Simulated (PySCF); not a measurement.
System: C3H8O2SSi.

```xyz
15

S     2.8896    0.1217   -0.2179
C     1.2721   -0.6863   -0.4401
C     0.3199   -0.3395    0.6973
C    -1.0518   -1.0241    0.4937
O    -1.8990   -0.1040   -0.1273
Si   -1.3537    1.4342    0.0324
O     0.0850    1.0409    0.7214
H     2.3829    1.3232    0.0433
H     1.4729   -1.7559   -0.4663
H     0.8478   -0.3623   -1.3916
H     0.7685   -0.6244    1.6560
H    -1.4782   -1.3114    1.4600
H    -0.9689   -1.9120   -0.1380
H    -2.0913    2.2111    1.0110
H    -1.2003    1.9968   -1.2983
```

Geometry: GFN2-xTB.

Theory: PBE0/def2-SVPD, SCF density, gas phase (PySCF).

What can the converged electron density and electron localisation function tell about the bonding?

Answer. C–O (1.40 Å): ρ at the midpoint is about 2.1 e/Å³, with its minimum of 1.7 e/Å³ about 0.5 Å from C; the ELF peaks at about 0.90 between the atoms (a shared but strongly polarised pair).
C–C (1.55 Å): the density is about 1.7 e/Å³ at the midpoint; the ELF peaks at about 0.95 between the atoms: a shared electron pair.
Si–O (1.64 Å): the density is about 1.2 e/Å³ at the midpoint; the ELF peaks at about 0.90 between the atoms; a shared but strongly polarised pair.

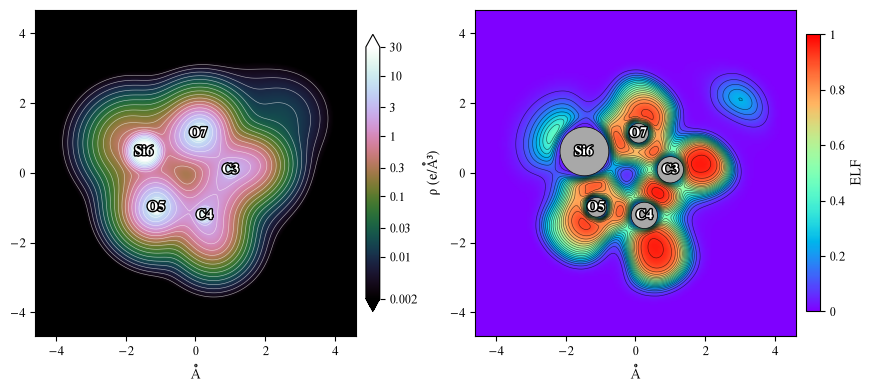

Computed electron density and electron localisation function on the plane of atoms O5, Si6 and O7, in this order. Grey discs cover the atomic cores in the ELF map. 
